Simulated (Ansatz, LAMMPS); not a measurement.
# Rapidly quenched Fe77P23 (at. %) (66 atoms): support functions against a reference, part 2 of 3

Wanted: errors and times of a linear-scaling basis for rapidly quenched Fe77P23 (at. %) (66 atoms). A setting counts as converged where the r.m.s. difference of forces stays under 1 % of the r.m.s. force.

Ansatz 0.2.0; Kohn-Sham DFT, PBE, PAW (set soft_2), plane waves.

The cell: 51 Fe and 15 P. The quench rate of 30 K/ps is many orders above laboratory rates. The starting topology of bonds comes from the classical model.

So far. Step 3 (Plane-wave single point): The r.m.s. force component of 0.61 eV/Å sets the scale for the differences below.

**4. Plane waves at 750 eV (750 eV)**

The grid of the support functions holds more waves than the default cutoff, so they are judged against a harder plane-wave run.

Contents of input.yaml:

```yaml
crystal:
  lattice:
    - [9.65192, 0.0, 0.0]
    - [0.0, 9.65192, 0.0]
    - [0.0, 0.0, 9.65192]
  atoms:
    [... the 66 atom lines of step 3 ...]
magnetization:
  spin_polarized: true
kpoints:
  mp_grid: { grid: [2, 2, 2] }
hamiltonian:
  xc: pbe
scf:
  occupations: { method: methfessel_paxton, width: 0.15 }
  lower_state_search: "off"
output:
  forces: true
  eigenvalues: true
basis:
  ecutwfc: "750 eV"
```

Started as:

```
$ ansatz run input.yaml --threads 8 --pin off --max-ram 15872MiB --backend cpu --events-out ev --progress --plain --runs-dir out
```

Numbers of over 12 decimals in the logs are rounded to 6 here.

Log:

```text
[...]
Crystal: 66 atoms, lattice volume = 899.169 Å³
Basis set: ecut = 750 eV, 41923 PW (Γ), exchange–correlation on 180×180×180 points (8 copies of the dense FFT grid, shifted against one another)
Bands: 602, of which v1, the nominal top of the filled ones, is band 446 counted from 1 (445 counted from 0)
Symmetry: 1 space group operations
[...]
k-points: 8
[...]
Starting moments: Σ|m| = 112.2 μB on 51 of 66 sites
[...]
SCF iter   1: F=—  HF=-239850.317454 eV  |F-HF|=—  |Δ(HF+E_count)|=         —  Δρ=6.88e-2 (↑3.58e-2 ↓6.88e-2)  dr2=3.86e2  dr2_m=7.39e0  M=102.025 μB ∫|m|=106.454 μB  β_m=0.30  ethr=3.10e-3  ⟨swp⟩=5.9  Hψ=35354  notcnv=0  defer=23
[...]
SCF iter   3: F=—  HF=-239844.290229 eV  |F-HF|=—  |Δ(HF+E_count)|=    5.06e0  S|Δr|=    0.00e0  Δρ=7.77e-2 (↑3.99e-2 ↓7.77e-2)  dr2=3.30e2  dr2_m=5.04e0  M=101.273 μB ∫|m|=107.183 μB  β_m=0.30  ethr=3.10e-3  ⟨swp⟩=3.7  Hψ=26208  notcnv=0  defer=1430
[...]
SCF iter  13: F=—  HF=-239831.483290 eV  |F-HF|=—  |Δ(HF+E_count)|=   3.73e-2  S|Δr|=    0.00e0  Δρ=6.09e-3 (↑5.75e-3 ↓6.09e-3)  dr2=7.89e-2  dr2_m=2.75e-1  M=109.317 μB ∫|m|=117.761 μB  β_m=0.30  ethr=8.93e-6  ⟨swp⟩=2.0  Hψ=11167  notcnv=0  defer=1393
[...]
SCF iter  15: F=—  HF=-239831.673622 eV  |F-HF|=—  |Δ(HF+E_count)|=   1.56e-1  S|Δr|=    0.00e0  Δρ=1.11e-2 (↑8.04e-3 ↓1.11e-2)  dr2=3.18e0  dr2_m=2.02e-1  M=110.540 μB ∫|m|=119.215 μB  β_m=0.09  ethr=8.85e-6  ⟨swp⟩=2.9  Hψ=16665  notcnv=0  defer=1391  recentre
[...]
SCF iter  39: F=—  HF=-239831.601714 eV  |F-HF|=—  |Δ(HF+E_count)|=   7.56e-8  S|Δr|=    0.00e0  Δρ=3.01e-6 (↑1.38e-6 ↓3.01e-6)  dr2=1.50e-7  dr2_m=1.97e-8  M=112.213 μB ∫|m|=121.295 μB  β_m=0.30  ethr=3.45e-11  ⟨swp⟩=2.0  Hψ=11754  notcnv=0  defer=1389
SCF iter  40: F=-239831.601714 eV  HF=-239831.601714 eV  |F-HF|=3.08e-8  |Δ(HF+E_count)|=   3.64e-9  S|Δr|=    0.00e0  Δρ=1.67e-6 (↑1.05e-6 ↓1.67e-6)  dr2=4.16e-8  dr2_m=8.07e-9  M=112.213 μB ∫|m|=121.295 μB  ethr=1.12e-11  ⟨swp⟩=10.1  Hψ=35898  notcnv=0
SCF 1 converged in 40 iterations: F = -239831.601714 eV  dr2 = 4.16e-8
[...]
SCF converged after 40 iterations
Magnetization: 112.2131 μB (501.6065 up, 389.3935 down)
Absolute magnetization: 121.3077 μB (∫|ρ↑−ρ↓|, with the PAW one-centre terms)
[...]
Per-site moments (μB) at R_I (Å): [(2.272817, 0.951711), (1.865619, 0.914349), (1.985716, 0.945477), (2.526686, 1.007722), (2.017788, 0.921178), [...]
Free energy (F): -239831.601714 eV
[...]
Internal energy: -239831.612160 eV  (E = F + TS)
E sigma→0 (E₀):  -239831.604326 eV
Entropy (-TS):   0.010446 eV (0.158 meV/atom)
Fermi energy:    14.206059 eV
[...]
Σ components = -239831.601714   (vs F -239831.601714, Δ=0.00e0)
--- Forces (eV/Å), atoms counted from 1 ---
  atom   1  Fe    -0.16350880    -0.17739105    -0.38806540
  atom   2  Fe    -0.71782982     0.64245255     0.53954755
  atom   3  Fe     0.04052857     0.70367564     1.19920565
  atom   4  Fe    -0.16070842    -0.24432335    -0.76304113
[...]
atom  66  P     -0.33397562    -0.36947175     0.62065409
  max |Σ_I F_I| component: 2.39e-5 eV/Å
--- Band table (eV; the first three rows and the last of 16) ---
[...]
```

The job ended after 17 min (8 threads of Arm Neoverse V2, shared host; peak memory 13 GiB).

Forces differ from the reference by 0.80 meV/Å r.m.s., 0.13 % of their size, well within a tolerance of 1 %; the energy by -3.0 meV/atom. It took 17 min and 40 cycles; the reference's time can't be set against it, since the two runs asked for unlike analyses.

**5. Support functions medium**

With localised support functions most steps grow linearly with size, though the diagonalisation grows faster unless the density matrix is cut; this run measures error and cost at this size. The level medium gives here a grid of 48×48×48 points and a radius of 3.67 Å. Besides, the program derives a nominal cutoff of 420 eV for this run, against the reference's 750.

This step: Kohn-Sham DFT, PBE, PAW (set soft_2), localised support functions (medium) (Ansatz 0.2.0).

input.yaml, the sections that differ from step 4:

```yaml
scf:
  occupations: { method: methfessel_paxton, width: 0.15 }
  eigensolver: { kind: { support_functions: { accuracy: medium } } }
  max_iter: 150
  lower_state_search: "off"
output:
  forces: true
# crystal, magnetization, kpoints, hamiltonian: as in step 4
# basis: removed
```

Log:

```text
Warning: scf.eigensolver.kind.support_functions: disabling space-group detection — the functions' gradient is summed over unrotated k-points, so no spatial operation reduces the k-mesh or symmetrises the density; time reversal is kept, so that k and −k are solved as one point where they differ and the mesh holds both, and exact exchange and, on two spinor components, a DFT+U term hold to it where the run has them: [...]
settings of this run that can trade accuracy for cost: scf.eigensolver.kind.support_functions [...]
no check for spin states of lower energy is made in this run (scf.lower_state_search: off)
[...]
Crystal: 66 atoms, lattice volume = 899.169 Å³
Basis set: ecut = 420 eV, 17557 PW (Γ), exchange–correlation on 144×144×144 points (8 copies of the dense FFT grid, shifted against one another)
Bands: 602, of which v1, the nominal top of the filled ones, is band 446 counted from 1 (445 counted from 0)
Symmetry: 1 space group operations
k-points: 8
[...]
Starting moments: Σ|m| = 112.2 μB on 51 of 66 sites
Other spin states: not tried
[...]
Eigensolver: Support functions (medium, 48×48×48 points, laid for a spacing of at most 0.228497 Å, radius 3.669337 Å, 2 species' potentials softened for the grid, 2 wholly corrected for its errors in the mean over positions, 2 with the egg-box correction, energy correction by stochastic trace)
[...]
SCF iter   1: F=—  HF=-239826.037429 eV  |F-HF|=—  |Δ(HF+E_count)|=         —  Δρ=7.07e-2 (↑4.02e-2 ↓7.07e-2)  dr2=3.94e2  dr2_m=7.60e0  M=101.329 μB ∫|m|=105.716 μB  β_m=0.30  ethr=1.00e-1
[...]
SCF iter   2: F=—  HF=-239848.063437 eV  |F-HF|=—  |Δ(HF+E_count)|=    2.20e1  S|Δr|=    0.00e0  Δρ=9.62e-2 (↑8.81e-2 ↓9.62e-2)  dr2=3.34e2  dr2_m=8.75e0  M=91.297 μB ∫|m|=96.242 μB  β_m=0.30  ethr=4.42e-2
[...]
SCF iter  12: F=—  HF=-239831.214563 eV  |F-HF|=—  |Δ(HF+E_count)|=   2.83e-3  S|Δr|=    0.00e0  Δρ=1.23e-2 (↑9.60e-3 ↓1.23e-2)  dr2=1.90e0  dr2_m=7.55e-1  M=106.930 μB ∫|m|=115.001 μB  β_m=1.20  ethr=4.84e-4
[...]
SCF iter  14: F=—  HF=-239831.201681 eV  |F-HF|=—  |Δ(HF+E_count)|=   2.33e-2  S|Δr|=    0.00e0  Δρ=5.41e-3 (↑3.75e-3 ↓5.41e-3)  dr2=1.25e0  dr2_m=2.50e-2  M=108.257 μB ∫|m|=116.834 μB  β_m=1.20  ethr=2.14e-4  κ⁻¹=2.4e-2(r=2)
[...]
SCF iter  38: F=—  HF=-239831.558737 eV  |F-HF|=—  |Δ(HF+E_count)|=   1.22e-3  S|Δr|=    0.00e0  Δρ=6.33e-6 (↑6.06e-6 ↓6.33e-6)  dr2=1.50e-6  dr2_m=3.08e-8  M=112.220 μB ∫|m|=121.319 μB  β_m=1.20  ethr=2.61e-10  κ⁻¹=3.9e-3(r=8)
SCF iter  39: F=-239831.559854 eV  HF=-239831.559854 eV  |F-HF|=6.42e-7  |Δ(HF+E_count)|=   1.12e-3  S|Δr|=    0.00e0  Δρ=6.39e-6 (↑3.96e-6 ↓6.39e-6)  dr2=1.08e-6  dr2_m=4.41e-8  M=112.220 μB ∫|m|=121.319 μB  ethr=1.68e-10
SCF 1 converged in 39 iterations: F = -239831.605256 eV  dr2 = 1.08e-6
[...]
SCF converged after 39 iterations
Magnetization: 112.2202 μB (501.6101 up, 389.3899 down)
Absolute magnetization: 121.3315 μB (∫|ρ↑−ρ↓|, with the PAW one-centre terms)
[...]
Per-site moments (μB) at R_I (Å): [(2.272883, 0.951711), (1.865610, 0.914349), (1.986041, 0.945477), (2.527022, 1.007722), (2.017951, 0.921178), [...]
Free energy (F): -239831.605256 eV
[...]
Internal energy: -239831.615768 eV  (E = F + TS)
E sigma→0 (E₀):  -239831.607884 eV
Entropy (-TS):   0.010512 eV (0.159 meV/atom)
Fermi energy:    14.206716 eV
[...]
Σ components = -239831.605256   (vs F -239831.605256, Δ=0.00e0)
--- Forces (eV/Å), atoms counted from 1 ---
  atom   1  Fe    -0.16382881    -0.17742167    -0.38720898
  atom   2  Fe    -0.71786358     0.64288993     0.53889404
  atom   3  Fe     0.04049909     0.70288886     1.19863042
  atom   4  Fe    -0.16053570    -0.24497667    -0.76287657
[...]
atom  66  P     -0.33438101    -0.36949319     0.62065815
  max |Σ_I F_I| component: 4.02e-3 eV/Å
--- Band table (eV; the first three rows and the last of 16) ---
[...]
guard bands above this table: 89 of the run's 602 bands (output.publish_guard_bands: true publishes all)
[...]
```

Run time: 7.6 min. Hardware: 8 threads; peak memory 4.2 GiB; 59 min of CPU time.

The program notes that the band table was not solved further than the SCF left it and it switched symmetry off.

Keys that differ from the reference: basis.ecutwfc removed, support_functions.accuracy = "medium" and scf.max_iter = 150.

Forces differ from the reference by 0.57 meV/Å r.m.s., 0.094 % of their size, well within a tolerance of 1 %; the energy by -0.054 meV/atom. It took 0.45 times the reference's time (shared host, so rough).

**6. Support functions low**

The level low is asked for. Here it resolves to the same grid and radius as in the run with support functions medium, so the basis is not new. Besides, the program derives a nominal cutoff of 420 eV for this run, against the reference's 750.

This step: Kohn-Sham DFT, PBE, PAW (set soft_2), localised support functions (low) (Ansatz 0.2.0).

input.yaml, the sections that differ from step 5:

```yaml
scf:
  occupations: { method: methfessel_paxton, width: 0.15 }
  eigensolver: { kind: { support_functions: { accuracy: low } } }
  max_iter: 150
  lower_state_search: "off"
# crystal, magnetization, kpoints, hamiltonian, output: as in step 5
```

Log:

```text
[...]
no check for spin states of lower energy is made in this run (scf.lower_state_search: off)
[...]
Crystal: 66 atoms, lattice volume = 899.169 Å³
Basis set: ecut = 420 eV, 17557 PW (Γ), exchange–correlation on 144×144×144 points (8 copies of the dense FFT grid, shifted against one another)
Bands: 602, of which v1, the nominal top of the filled ones, is band 446 counted from 1 (445 counted from 0)
Symmetry: 1 space group operations
k-points: 8
[...]
Starting moments: Σ|m| = 112.2 μB on 51 of 66 sites
Other spin states: not tried
[...]
Eigensolver: Support functions (low, 48×48×48 points, laid for a spacing of at most 0.228497 Å, radius 3.669337 Å, 2 species' potentials softened for the grid, 2 wholly corrected for its errors in the mean over positions, 2 with the egg-box correction, energy correction by stochastic trace)
[...]
SCF iter   1: F=—  HF=-239826.037429 eV  |F-HF|=—  |Δ(HF+E_count)|=         —  Δρ=7.07e-2 (↑4.02e-2 ↓7.07e-2)  dr2=3.94e2  dr2_m=7.60e0  M=101.329 μB ∫|m|=105.716 μB  β_m=0.30  ethr=1.00e-1
[...]
SCF iter   2: F=—  HF=-239848.063437 eV  |F-HF|=—  |Δ(HF+E_count)|=    2.20e1  S|Δr|=    0.00e0  Δρ=9.62e-2 (↑8.81e-2 ↓9.62e-2)  dr2=3.34e2  dr2_m=8.75e0  M=91.297 μB ∫|m|=96.242 μB  β_m=0.30  ethr=4.42e-2
[...]
SCF iter  12: F=—  HF=-239831.214563 eV  |F-HF|=—  |Δ(HF+E_count)|=   2.83e-3  S|Δr|=    0.00e0  Δρ=1.23e-2 (↑9.60e-3 ↓1.23e-2)  dr2=1.90e0  dr2_m=7.55e-1  M=106.930 μB ∫|m|=115.001 μB  β_m=1.20  ethr=4.84e-4
[...]
SCF iter  14: F=—  HF=-239831.201681 eV  |F-HF|=—  |Δ(HF+E_count)|=   2.33e-2  S|Δr|=    0.00e0  Δρ=5.41e-3 (↑3.75e-3 ↓5.41e-3)  dr2=1.25e0  dr2_m=2.50e-2  M=108.257 μB ∫|m|=116.834 μB  β_m=1.20  ethr=2.14e-4  κ⁻¹=2.4e-2(r=2)
[...]
SCF iter  35: F=—  HF=-239831.553164 eV  |F-HF|=—  |Δ(HF+E_count)|=   1.93e-3  S|Δr|=    0.00e0  Δρ=1.67e-5 (↑1.59e-5 ↓1.67e-5)  dr2=1.50e-5  dr2_m=2.77e-7  M=112.220 μB ∫|m|=121.319 μB  β_m=1.20  ethr=5.40e-9  κ⁻¹=2.3e-3(r=8)
SCF iter  36: F=-239831.554835 eV  HF=-239831.554841 eV  |F-HF|=6.46e-6  |Δ(HF+E_count)|=   1.68e-3  S|Δr|=    0.00e0  Δρ=1.64e-5 (↑1.11e-5 ↓1.64e-5)  dr2=1.08e-5  dr2_m=3.71e-7  M=112.224 μB ∫|m|=121.323 μB  ethr=1.68e-9
SCF 1 converged in 36 iterations: F = -239831.605099 eV  dr2 = 1.08e-5
[...]
SCF converged after 36 iterations
Magnetization: 112.2236 μB (501.6118 up, 389.3882 down)
Absolute magnetization: 121.3353 μB (∫|ρ↑−ρ↓|, with the PAW one-centre terms)
[...]
Per-site moments (μB) at R_I (Å): [(2.272873, 0.951711), (1.865642, 0.914349), (1.986178, 0.945477), (2.527049, 1.007722), (2.018153, 0.921178), (1.922464, [...]
Free energy (F): -239831.605099 eV
[...]
Internal energy: -239831.615619 eV  (E = F + TS)
E sigma→0 (E₀):  -239831.607729 eV
Entropy (-TS):   0.010520 eV (0.159 meV/atom)
Fermi energy:    14.206824 eV
[...]
Σ components = -239831.605099   (vs F -239831.605099, Δ=0.00e0)
--- Forces (eV/Å), atoms counted from 1 ---
  atom   1  Fe    -0.16398155    -0.17735067    -0.38719841
  atom   2  Fe    -0.71788729     0.64288932     0.53888891
  atom   3  Fe     0.04023508     0.70277848     1.19863461
  atom   4  Fe    -0.16065173    -0.24519230    -0.76279639
[...]
atom  66  P     -0.33424610    -0.36956044     0.62051974
  max |Σ_I F_I| component: 3.65e-3 eV/Å
--- Band table (eV; the first three rows and the last of 16) ---
[...]
```

Wall time 7 min (8 threads); peak memory 4.2 GiB.

Keys that differ from the reference: basis.ecutwfc removed, support_functions.accuracy = "low" and scf.max_iter = 150.

Forces differ from the reference by 0.66 meV/Å r.m.s., 0.11 % of their size, well within a tolerance of 1 %; the energy by -0.051 meV/atom. It took 0.41 times the reference's time (shared host, so rough).

**7. Support functions medium, radius 3.56 Å**

The radius confines each support function; a larger one gives more freedom and more work per atom. Besides, the program derives a nominal cutoff of 420 eV for this run, against the reference's 750.

This step: Kohn-Sham DFT, PBE, PAW (set soft_2), localised support functions (medium) (Ansatz 0.2.0).

input.yaml, the sections that differ from step 6:

```yaml
scf:
  occupations: { method: methfessel_paxton, width: 0.15 }
  eigensolver: { kind: { support_functions: { accuracy: medium, radius: 3.56 } } }
  max_iter: 150
  lower_state_search: "off"
# crystal, magnetization, kpoints, hamiltonian, output: as in step 6
```

Log:

```text
[...]
no check for spin states of lower energy is made in this run (scf.lower_state_search: off)
[...]
Crystal: 66 atoms, lattice volume = 899.169 Å³
Basis set: ecut = 420 eV, 17557 PW (Γ), exchange–correlation on 144×144×144 points (8 copies of the dense FFT grid, shifted against one another)
Bands: 602, of which v1, the nominal top of the filled ones, is band 446 counted from 1 (445 counted from 0)
Symmetry: 1 space group operations
k-points: 8
[...]
Starting moments: Σ|m| = 112.2 μB on 51 of 66 sites
Other spin states: not tried
[...]
SCF iter   1: F=—  HF=-239825.254503 eV  |F-HF|=—  |Δ(HF+E_count)|=         —  Δρ=7.07e-2 (↑4.03e-2 ↓7.07e-2)  dr2=3.96e2  dr2_m=7.59e0  M=101.270 μB ∫|m|=105.648 μB  β_m=0.30  ethr=1.00e-1
[...]
SCF iter   2: F=—  HF=-239847.858890 eV  |F-HF|=—  |Δ(HF+E_count)|=    2.26e1  S|Δr|=    0.00e0  Δρ=9.60e-2 (↑8.80e-2 ↓9.60e-2)  dr2=3.32e2  dr2_m=8.71e0  M=91.315 μB ∫|m|=96.249 μB  β_m=0.30  ethr=4.44e-2
[...]
SCF iter  12: F=—  HF=-239831.146992 eV  |F-HF|=—  |Δ(HF+E_count)|=   2.63e-2  S|Δr|=    0.00e0  Δρ=1.23e-2 (↑9.58e-3 ↓1.23e-2)  dr2=1.88e0  dr2_m=7.58e-1  M=106.933 μB ∫|m|=115.002 μB  β_m=1.20  ethr=4.75e-4
[...]
SCF iter  14: F=—  HF=-239831.151030 eV  |F-HF|=—  |Δ(HF+E_count)|=   1.25e-2  S|Δr|=    0.00e0  Δρ=5.42e-3 (↑3.74e-3 ↓5.42e-3)  dr2=1.24e0  dr2_m=2.55e-2  M=108.264 μB ∫|m|=116.839 μB  β_m=1.20  ethr=2.11e-4  κ⁻¹=2.4e-2(r=2)
[...]
SCF iter  37: F=—  HF=-239831.542172 eV  |F-HF|=—  |Δ(HF+E_count)|=   1.70e-3  S|Δr|=    0.00e0  Δρ=7.85e-6 (↑7.85e-6 ↓7.59e-6)  dr2=2.65e-6  dr2_m=5.24e-8  M=112.221 μB ∫|m|=121.322 μB  β_m=1.20  ethr=3.90e-10  κ⁻¹=2.5e-3(r=8)
SCF iter  38: F=-239831.543722 eV  HF=-239831.543722 eV  |F-HF|=4.20e-7  |Δ(HF+E_count)|=   1.55e-3  S|Δr|=    0.00e0  Δρ=6.16e-6 (↑6.16e-6 ↓5.99e-6)  dr2=1.25e-6  dr2_m=4.63e-8  M=112.220 μB ∫|m|=121.320 μB  ethr=2.98e-10
SCF 1 converged in 38 iterations: F = -239831.605223 eV  dr2 = 1.25e-6
[...]
SCF converged after 38 iterations
Magnetization: 112.2200 μB (501.6100 up, 389.3900 down)
Absolute magnetization: 121.3327 μB (∫|ρ↑−ρ↓|, with the PAW one-centre terms)
[...]
Per-site moments (μB) at R_I (Å): [(2.272889, 0.951711), (1.865556, 0.914349), (1.986012, 0.945477), (2.527078, 1.007722), (2.017903, 0.921178), [...]
Free energy (F): -239831.605223 eV
[...]
Internal energy: -239831.615742 eV  (E = F + TS)
E sigma→0 (E₀):  -239831.607852 eV
Entropy (-TS):   0.010520 eV (0.159 meV/atom)
Fermi energy:    14.206913 eV
[...]
Σ components = -239831.605223   (vs F -239831.605223, Δ=0.00e0)
--- Forces (eV/Å), atoms counted from 1 ---
  atom   1  Fe    -0.16346456    -0.17776254    -0.38683508
  atom   2  Fe    -0.71857973     0.64272017     0.53939813
  atom   3  Fe     0.03986231     0.70176552     1.19724321
  atom   4  Fe    -0.16048669    -0.24527506    -0.76217672
[...]
atom  66  P     -0.33451583    -0.36931361     0.62068356
  max |Σ_I F_I| component: 4.05e-3 eV/Å
--- Band table (eV; the first three rows and the last of 16) ---
[...]
```

Wall time 6.7 min (8 threads); peak memory 4 GiB; 53 min of CPU time.

Keys that differ from the reference: basis.ecutwfc removed, support_functions.accuracy = "medium", support_functions.radius = 3.56 and scf.max_iter = 150.

Forces differ from the reference by 0.77 meV/Å r.m.s., 0.13 % of their size, well within a tolerance of 1 %; the energy by -0.053 meV/atom. It took 0.4 times the reference's time (shared host, so rough).

**8. All settings compared**

Each row is set against the plane-wave reference (Kohn-Sham DFT, PBE, PAW (set soft_2), plane waves; r.m.s. force component 0.605 eV/Å). Energies are set beside the reference only for runs with its functional, potentials and electron count. Times are for 8 threads of Arm Neoverse V2, shared host. The reference's time includes the DOS, ELF, the stress and grids, which some other runs skip.

```
                           run  Δ force, r.m.s. (meV/Å)  share of r.m.s. force (%)  Δ energy (meV/atom)  cycles     time  host memory (GiB)  moment (μB)
                     reference                        -                          -                    -      41  7.7 min                 11        112.2
plane waves at 750 eV (750 eV)                    0.801                      0.132                -3.01      40   17 min                 13        112.2
```

**9. Cost against change**

Each row is set against the run with plane waves at 750 eV (Kohn-Sham DFT, PBE, PAW (set soft_2), plane waves; r.m.s. force component 0.605 eV/Å). Energies are set beside the reference only for runs with its functional, potentials and electron count. Times are for 8 threads of Arm Neoverse V2, shared host.

```
                                    run  Δ force, r.m.s. (meV/Å)  share of r.m.s. force (%)  Δ energy (meV/atom)  cycles     time  host memory (GiB)  moment (μB)
                              reference                        -                          -                    -      40   17 min                 13        112.2
               support functions medium                    0.571                     0.0944              -0.0537      39  7.6 min                4.2        112.2
                  support functions low                    0.659                      0.109              -0.0513      36    7 min                4.2        112.2
support functions medium, radius 3.56 Å                    0.765                      0.126              -0.0532      38  6.7 min                4.0        112.2
```

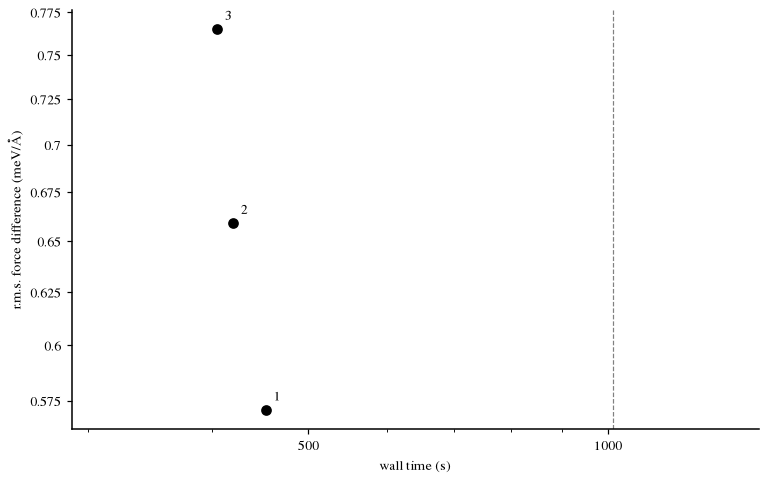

Force difference from the reference against wall time; the dashed line marks the reference's time. Points: 1 support functions medium; 2 support functions low; 3 support functions medium, radius 3.56 Å.

(Part 2 of 3 ends here.)

[Logs are printed without paths, hosts, clocks, repeated set-up lines and the standing remarks that a program may print on its own settings, such as how far it seeks lower states.]

[Hosts, paths, dates, database ids (printed as entryN), source tags and the programs' standing remarks are cut or masked in the printed files.]
